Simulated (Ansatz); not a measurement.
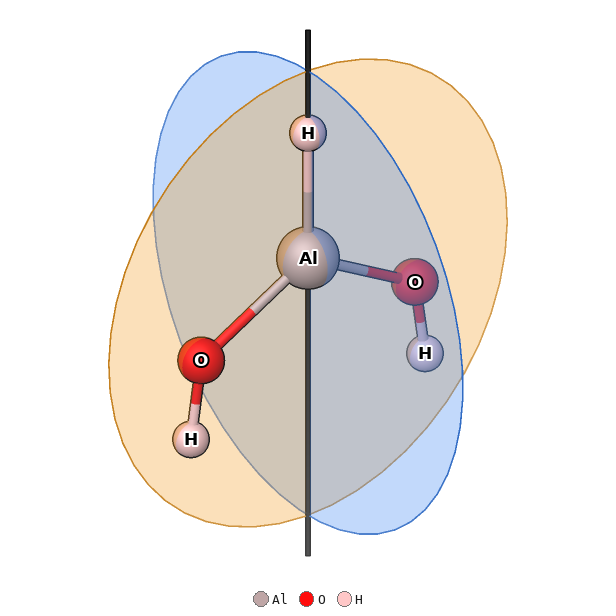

All proper rotation axes (lines) and mirror planes (discs) of the structure are drawn in. Depth is shown by fading: the farther an atom, the more it takes the colour of the background. Computed geometry: PBE0-D4/def2-TZVP optimisation.

**Name the symmetry elements and the point group.**

It has 1 C2 axis and 2 mirror planes. Point group C2v. The group has 4 operations. The geometry is achiral, and symmetry allows a dipole moment.
